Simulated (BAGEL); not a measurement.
# Si3H6 (cyclo-(SiH2)3) at HF/6-31G(d) (density fitting with qzvpp-jkfit, spherical functions)

What is the vertical ionisation energy of Si3H6 (cyclo-(SiH2)3) at HF/6-31G* (density fitting with qzvpp-jkfit, spherical functions)? 

The calculation is run with BAGEL 1.2.2.

### 1 Starting point

The species is Si3H6 (9 atoms), meant as a singlet with charge 0. Geometry: relaxed at GFN2-xTB.

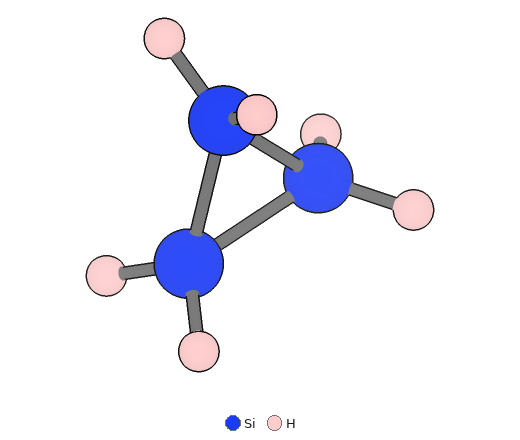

Viewed from a chosen angle; silicon blue, hydrogen pink.

### 2 A single-point energy at HF/6-31G(d) (density fitting with qzvpp-jkfit, spherical functions)

Contents of input.json:

```json
{ "bagel" : [

{
  "title" : "molecule",
  "basis" : "6-31gs.json",
  "df_basis" : "qzvpp-jkfit",
  "angstrom" : true,
  "geometry" : [
    { "atom" : "Si", "xyz" : [   -1.134740,    0.093590,    0.729030 ] },
    { "atom" : "H", "xyz" : [   -2.144300,   -0.949710,    0.933370 ] },
    { "atom" : "H", "xyz" : [   -1.610690,    1.252820,    1.488970 ] },
    { "atom" : "Si", "xyz" : [   -0.009500,    0.334880,   -1.310440 ] },
    { "atom" : "H", "xyz" : [    0.251600,    1.656030,   -1.889910 ] },
    { "atom" : "H", "xyz" : [   -0.284950,   -0.545230,   -2.450430 ] },
    { "atom" : "Si", "xyz" : [    1.143480,   -0.425770,    0.580200 ] },
    { "atom" : "H", "xyz" : [    2.167140,    0.391340,    1.238270 ] },
    { "atom" : "H", "xyz" : [    1.621950,   -1.807950,    0.680950 ] }
  ]
},
{
  "title" : "hf"
},
{
  "title" : "print",
  "file" : "orbitals.molden",
  "orbitals" : true
}

]}
```

The basis set 6-31G* is read from a file made from the Basis Set Exchange's data (not shown).

On the command line:

```console
BAGEL_NUM_THREADS=1 BAGEL input.json > input.out
```

The program printed:

```text
* using 1 threads per process

  ===============================================================
  ===============================================================

  *** Geometry ***

  { "atom" : "Si", "xyz" : [     -2.144348,      0.176859,      1.377667 ] },
  { "atom" : "H", "xyz" : [     -4.052140,     -1.794692,      1.763814 ] },
  { "atom" : "H", "xyz" : [     -3.043763,      2.367487,      2.813746 ] },
  { "atom" : "Si", "xyz" : [     -0.017952,      0.632831,     -2.476373 ] },
  { "atom" : "H", "xyz" : [      0.475455,      3.129443,     -3.571412 ] },
  { "atom" : "H", "xyz" : [     -0.538477,     -1.030335,     -4.630642 ] },
  { "atom" : "Si", "xyz" : [      2.160864,     -0.804589,      1.096419 ] },
  { "atom" : "H", "xyz" : [      4.095301,      0.739525,      2.339991 ] },
  { "atom" : "H", "xyz" : [      3.065041,     -3.416530,      1.286809 ] },

  Number of auxiliary basis functions:      492

  Since a DF basis is specified, we compute 2- and 3-index integrals:
    o Being stored without compression. Storage requirement is 0.017 GB

  Number of basis functions:       66
  Number of electrons      :       48

    * METHOD: MOLECULE                             0.64

  *** RHF ***

  === Nuclear Repulsion ===
   191.9339213862

      * DIIS with orbital gradients will be used.

  === RHF iteration (6-31gs.json) ===
      0       -870.11784293          0.00911338           0.16
      1       -870.16981723          0.00298038           0.10
      2       -870.17476811          0.00088983           0.12
      3       -870.17520517          0.00009526           0.12
      4       -870.17521263          0.00001864           0.12
      5       -870.17521293          0.00000310           0.10
      6       -870.17521295          0.00000079           0.16
      7       -870.17521295          0.00000021           0.10
      8       -870.17521295          0.00000003           0.10
      9       -870.17521295          0.00000000           0.13
    * SCF iteration converged.

    * Permanent dipole moment:
           (    0.000897,    -0.002897,     0.001225) a.u.

    * METHOD: HF                                   1.60

    * METHOD: PRINT                                0.01

  ===============================================================
```

Run time: 2.8 s. Hardware: 1 thread of Intel Xeon at 2.50GHz (Skylake/Cascade Lake), shared host.

### 3 The doublet cation

Contents of input.json:

```json
{ "bagel": [

{
  "title": "molecule",
  "basis": "6-31gs.json",
  "df_basis": "qzvpp-jkfit",
  "angstrom": true,
  "geometry": [
    { "atom": "Si", "xyz": [      -1.134740,       0.093590,       0.729030 ] },
    { "atom": "H", "xyz": [      -2.144300,      -0.949710,       0.933370 ] },
    { "atom": "H", "xyz": [      -1.610690,       1.252820,       1.488970 ] },
    { "atom": "Si", "xyz": [      -0.009500,       0.334880,      -1.310440 ] },
    { "atom": "H", "xyz": [       0.251600,       1.656030,      -1.889910 ] },
    { "atom": "H", "xyz": [      -0.284950,      -0.545230,      -2.450430 ] },
    { "atom": "Si", "xyz": [       1.143480,      -0.425770,       0.580200 ] },
    { "atom": "H", "xyz": [       2.167140,       0.391340,       1.238270 ] },
    { "atom": "H", "xyz": [       1.621950,      -1.807950,       0.680950 ] }
  ]
},

{ "title": "uhf", "charge": 1, "nopen": 1 },

{ "title": "print", "file": "orbitals.molden", "orbitals": true }

]}
```

The basis set 6-31G* is read from a file made from the Basis Set Exchange's data (not shown).

On the command line:

```console
BAGEL_NUM_THREADS=1 BAGEL input.json > input.out
```

The program printed:

```text
* using 1 threads per process

  ===============================================================
  ===============================================================

  *** Geometry ***

  { "atom" : "Si", "xyz" : [     -2.144348,      0.176859,      1.377667 ] },
  { "atom" : "H", "xyz" : [     -4.052140,     -1.794692,      1.763814 ] },
  { "atom" : "H", "xyz" : [     -3.043763,      2.367487,      2.813746 ] },
  { "atom" : "Si", "xyz" : [     -0.017952,      0.632831,     -2.476373 ] },
  { "atom" : "H", "xyz" : [      0.475455,      3.129443,     -3.571412 ] },
  { "atom" : "H", "xyz" : [     -0.538477,     -1.030335,     -4.630642 ] },
  { "atom" : "Si", "xyz" : [      2.160864,     -0.804589,      1.096419 ] },
  { "atom" : "H", "xyz" : [      4.095301,      0.739525,      2.339991 ] },
  { "atom" : "H", "xyz" : [      3.065041,     -3.416530,      1.286809 ] },

  Number of auxiliary basis functions:      492

  Since a DF basis is specified, we compute 2- and 3-index integrals:
    o Being stored without compression. Storage requirement is 0.017 GB

  Number of basis functions:       66
  Number of electrons      :       48

    * METHOD: MOLECULE                             0.64

  *** Open-shell HF ***

  === Nuclear Repulsion ===
   191.9339213862

      * DIIS with orbital gradients will be used.

  === UHF iteration (6-31gs.json) ===
      0       -869.76286427          0.02335994           0.23
      1       -869.86168366          0.00884042           0.23
      2       -869.87132134          0.00258511           0.23
      3       -869.87245592          0.00090925           0.24
      4       -869.87268542          0.00019892           0.22
      5       -869.87271190          0.00008003           0.21
      6       -869.87271731          0.00004376           0.22
      7       -869.87271924          0.00003269           0.24
      8       -869.87272127          0.00002990           0.24
      9       -869.87272296          0.00002961           0.24
     10       -869.87272500          0.00002945           0.24
     11       -869.87273645          0.00002849           0.32
     12       -869.87275142          0.00002771           0.19
     13       -869.87274860          0.00002732           0.19
     14       -869.87279121          0.00028324           0.23
     15       -869.87279643          0.00021839           0.24
     16       -869.87279837          0.00021763           0.28
     17       -869.87278698          0.00008026           0.22
     18       -869.87279684          0.00025212           0.22
     19       -869.87280431          0.00005144           0.23
     20       -869.87281122          0.00006505           0.24
     21       -869.87281244          0.00001356           0.25
     22       -869.87281241          0.00001312           0.25
     23       -869.87281254          0.00000876           0.23
     24       -869.87281256          0.00000160           0.19
     25       -869.87281256          0.00000012           0.23
     26       -869.87281256          0.00000005           0.23
     27       -869.87281256          0.00000002           0.23
     28       -869.87281256          0.00000001           0.21
     29       -869.87281256          0.00000001           0.23
    * SCF iteration converged.

    * S^2 (UHF) is 0.7605

    * Permanent dipole moment:
           (   -0.013623,     0.102973,    -0.400825) a.u.

    * METHOD: UHF                                  7.24

    * METHOD: PRINT                                0.03

  ===============================================================
```

It took 8.4 s on 1 thread of Intel Xeon at 2.50GHz (Skylake/Cascade Lake), shared host.

### 4 Outcome

At HF/6-31G* (density fitting with qzvpp-jkfit, spherical functions):

```
                                          quantity          value
                       singlet Si3H6: total energy  -870.17521 Eh
                      singlet Si3H6: dipole moment         0.01 D
                        singlet Si3H6: HOMO energy       -9.21 eV
                        singlet Si3H6: LUMO energy        2.27 eV
                      singlet Si3H6: HOMO–LUMO gap       11.47 eV
                      doublet cation: total energy  -869.87281 Eh
                              doublet cation: ⟨S²⟩          0.760
vertical ionisation energy (to the doublet cation)       8.229 eV
```

In words: The vertical ionisation energy comes to 8.23 eV (794 kJ/mol). −ε(HOMO) before ionisation, 9.21 eV, is 0.98 eV above this ionisation energy.
